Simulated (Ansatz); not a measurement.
# quartet CH4FSi at 3 levels

Wanted: a comparison of 3 runs (UB3LYP/6-31G*, U-r2SCAN/6-311+G**, USVWN5/6-311+G**) of quartet CH4FSi. 

The calculation is run with Ansatz 0.2.0.

59 further runs of the same task are left out: 1 that didn't finish, 58 set aside as unsound or not needed.

## (1) The structure to begin with

CH4FSi: 7 atoms, total charge 0, spin state quartet. SMILES of the parent species: `[CH2][SiH2]F`. Geometry: relaxed at PBE0-D4/def2-TZVP. This is one conformer, not always the lowest. That shape belongs to the parent species and isn't relaxed for this state.

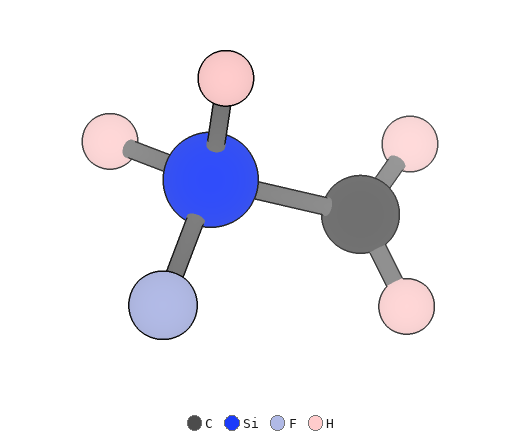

Viewed from a chosen angle; carbon dark grey, silicon blue, fluorine light blue, hydrogen pink.

## (2) A single-point energy at UB3LYP/6-31G(d) (spherical functions) (run 1)

Input file molecule.yaml:

```yaml
crystal:
  periodic: [false, false, false]
  atoms:
    - {symbol: C, position_ang: [-0.871900, 0.281100, -0.615800]}
    - {symbol: Si, position_ang: [0.588600, -0.157300, 0.392500]}
    - {symbol: F, position_ang: [0.652600, -1.749500, 0.550500]}
    - {symbol: H, position_ang: [-1.536000, -0.466000, -1.038500]}
    - {symbol: H, position_ang: [-1.136000, 1.310700, -0.837900]}
    - {symbol: H, position_ang: [0.509900, 0.430600, 1.755300]}
    - {symbol: H, position_ang: [1.854000, 0.282500, -0.251700]}
basis:
  gaussian:
    orbitals: 6-31G_st_-spherical.json
magnetization:
  spin_polarized: true
  initial_magnetization: 3
hamiltonian:
  xc: {name: B3LYP}
accuracy: high
output: {orbitals: {seedname: orbitals}}
```

The basis set 6-31G* is read from a file made from the Basis Set Exchange's data (not shown).

Command:

```console
ansatz run molecule.yaml --threads 1 --pin off --max-ram 3480MiB --events-out events.jsonl --progress --plain --runs-dir runs
```

What it wrote:

```text
Warning: RAYON_NUM_THREADS=1 ignored (pool sized by the plan → 1); use --threads N
Functional definition: B3LYP
  name "B3LYP"
  parameter a0 = 0.2
  parameter ax = 0.72
  parameter ac = 0.81
  exchange = (1 - a0 - ax)*slater_x + ax*b88_x + a0*exact_x
  correlation = (1 - ac)*vwn_rpa_c + ac*lyp_c
1209 factors; integrals over basis functions are off by at most 3.7e-9 eV
mean field evaluation 1: about -11684.6527 eV, gradient 2.8e1 eV
mean field evaluation 2: about -11677.9900 eV, gradient 4.4e1 eV
mean field evaluation 4: about -11688.1557 eV, gradient 1.5e0 eV
mean field evaluation 8: about -11688.3467 eV, gradient 6.3e-1 eV
mean field evaluation 16: about -11688.3491 eV, gradient 7.0e-3 eV
mean field evaluation 32: about -11688.3587 eV, gradient 2.4e-8 eV
mean field evaluation 64: about -11688.3584 eV, gradient 1.1e-8 eV
mean field -11688.35865586 eV, -429.5392579488 hartree, gradient 5.7e-8 eV, S^2 3.756241; 5 other end points of the search recorded, 0 dependent functions left out
reference -11688.35869348 eV, -429.5392593313 hartree; 18, 15 occupied and 36, 39 virtual orbitals, 1209 factors
Total energy: -11688.35869348 eV, -429.5392593313 hartree
```

Wall time 23 s (1 thread of Arm Neoverse V2, shared host); peak memory 0.21 GiB.

## (3) A single-point energy at U-r2SCAN/6-311+G(d,p) (run 2)

Input file job.yaml:

```yaml
crystal:
  periodic: [false, false, false]
  atoms:
    - {symbol: C, position_ang: [-0.871900, 0.281100, -0.615800]}
    - {symbol: Si, position_ang: [0.588600, -0.157300, 0.392500]}
    - {symbol: F, position_ang: [0.652600, -1.749500, 0.550500]}
    - {symbol: H, position_ang: [-1.536000, -0.466000, -1.038500]}
    - {symbol: H, position_ang: [-1.136000, 1.310700, -0.837900]}
    - {symbol: H, position_ang: [0.509900, 0.430600, 1.755300]}
    - {symbol: H, position_ang: [1.854000, 0.282500, -0.251700]}
basis:
  gaussian:
    orbitals: 6-311+G_st__st_-spherical.json
magnetization:
  spin_polarized: true
  initial_magnetization: 3
hamiltonian:
  xc: r2scan
accuracy: high
output:
  orbitals: {seedname: orbitals}
```

The basis set 6-311+G** is read from a file made from the Basis Set Exchange's data (not shown).

Command:

```console
ansatz run job.yaml --threads 1 --pin off --max-ram 3480MiB --events-out events.jsonl --progress --plain --runs-dir runs
```

What it wrote:

```text
Warning: RAYON_NUM_THREADS=1 ignored (pool sized by the plan → 1); use --threads N
Functional definition: r2SCAN
  name "r2SCAN"
  parameter k0 = 0.174
  parameter k1 = 0.065
  parameter a1 = 4.9479
  exchange = r2scan_x(k0 = k0, k1 = k1, a1 = a1)
  correlation = r2scan_c
1833 factors; integrals over basis functions are off by at most 4.3e-9 eV
mean field evaluation 1: about -11682.2048 eV, gradient 3.5e1 eV
mean field evaluation 2: about -11670.0657 eV, gradient 5.3e1 eV
mean field evaluation 4: about -11686.1811 eV, gradient 1.5e1 eV
mean field evaluation 8: about -11687.7096 eV, gradient 4.9e0 eV
mean field evaluation 16: about -11687.9455 eV, gradient 2.0e-1 eV
mean field evaluation 32: about -11686.4082 eV, gradient 4.6e0 eV
mean field evaluation 64: about -11687.8201 eV, gradient 2.2e-2 eV
mean field -11687.93996232 eV, -429.5238712449 hartree, gradient 1.9e-8 eV, S^2 3.759586; 8 other end points of the search recorded, 0 dependent functions left out
reference -11687.93997211 eV, -429.5238716046 hartree; 18, 15 occupied and 80, 83 virtual orbitals, 1833 factors
Total energy: -11687.93997211 eV, -429.5238716046 hartree
```

Run time: 86 s. Hardware: 1 thread of Arm Neoverse V2, shared host; peak memory 0.45 GiB.

## (4) A single-point energy at USVWN5/6-311+G(d,p) (run 3)

job.yaml: that of step 3 with these lines changed.

```diff
@@ -11,11 +11,6 @@
 basis:
-  gaussian:
-    orbitals: 6-311+G_st__st_-spherical.json
-magnetization:
-  spin_polarized: true
-  initial_magnetization: 3
-hamiltonian:
-  xc: r2scan
+  gaussian: {orbitals: 6-311+G_st__st_-spherical.json}
+magnetization: {spin_polarized: true, initial_magnetization: 3}
+hamiltonian: {xc: {name: SVWN5}}
 accuracy: high
-output:
-  orbitals: {seedname: orbitals}
+output: {orbitals: {seedname: orbitals}}
```

The basis set 6-311+G** is read from a file made from the Basis Set Exchange's data (not shown).

Command:

```console
ansatz run job.yaml --threads 1 --pin off --max-ram 3480MiB --events-out events.jsonl --progress --plain --runs-dir runs
```

What it wrote:

```text
Warning: RAYON_NUM_THREADS=1 ignored (pool sized by the plan → 1); use --threads N
Functional definition: SVWN5
  name "SVWN5"
  exchange = slater_x
  correlation = vwn5_c
1833 factors; integrals over basis functions are off by at most 4.3e-9 eV
mean field evaluation 1: about -11623.8917 eV, gradient 3.9e1 eV
mean field evaluation 2: about -11603.5874 eV, gradient 6.4e1 eV
mean field evaluation 4: about -11628.9111 eV, gradient 1.7e1 eV
mean field evaluation 8: about -11630.8085 eV, gradient 5.6e0 eV
mean field evaluation 16: about -11631.1579 eV, gradient 1.4e-2 eV
mean field evaluation 32: about -11625.6224 eV, gradient 1.6e1 eV
mean field evaluation 64: about -11628.5160 eV, gradient 2.6e0 eV
mean field -11631.15789753 eV, -427.4371688524 hartree, gradient 2.3e-8 eV, S^2 3.752992; 8 other end points of the search recorded, 0 dependent functions left out
reference -11631.15790257 eV, -427.4371690373 hartree; 18, 15 occupied and 80, 83 virtual orbitals, 1833 factors
Total energy: -11631.15790257 eV, -427.4371690373 hartree
```

It took 14 s on 1 thread of Arm Neoverse V2, shared host; peak memory 0.29 GiB.

## (5) All runs side by side

```csv
run,level,energy (Eh),HOMO energy (eV),⟨S²⟩,wall time
1,UB3LYP/6-31G* (spherical functions),-429.539259,-1.52,3.756,23 s
2,U-r2SCAN/6-311+G**,-429.523872,-1.95,3.760,86 s
3,USVWN5/6-311+G**,-427.437169,-1.98,3.753,14 s
```

## (6) Outcome

```
                                 quantity          value
                      run 3: total energy  -427.43717 Eh
run 3: HOMO energy (highest over α and β)       -1.98 eV
                              run 3: ⟨S²⟩          3.753
```

Totals of different functionals can't be ranked against each other. All runs together took 2 min, the longest 86 s.
